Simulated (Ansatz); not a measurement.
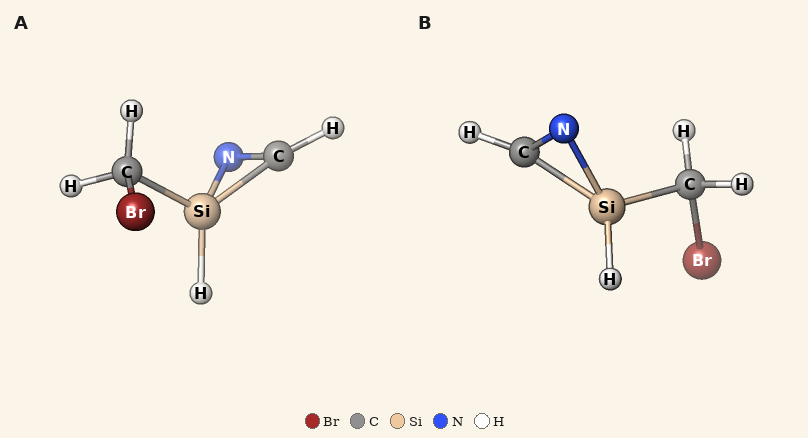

Distant atoms are faded towards the background colour. Computed geometry: PBE-D4/def2-SVP optimisation. No frequency run is at hand to confirm it as a minimum.

Question: Are A and B the same structure? If not, how do they differ?

Answer: Yes. They are the same structure, C2H4BrNSi (BrC[Si@@H]1C=N1), seen from two directions: a rotation takes one into the other. The geometry is chiral (C1), so its mirror image would differ.
